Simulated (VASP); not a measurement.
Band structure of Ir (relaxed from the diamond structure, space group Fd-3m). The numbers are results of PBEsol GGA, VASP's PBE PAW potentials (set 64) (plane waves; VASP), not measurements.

Unless said otherwise, spin-orbit coupling is left out, though it shifts the bands of the heavy elements here.

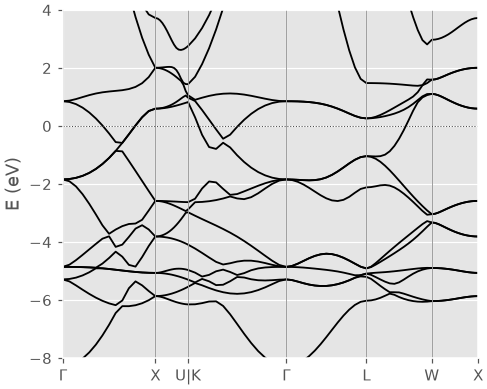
*Bands along high-symmetry lines, zero at the valence-band maximum or, without a gap, the Fermi level*

Question: Read the plot: is there a gap, and where are the band edges?

Answer: It has no gap at this level: it comes out as a metal or semimetal. (Edges off the drawn lines would not show.)

The structure was generated: Ir was put into the diamond type (Fd-3m), which need not be its known phase. It was relaxed first, which changed the volume by +12 %.
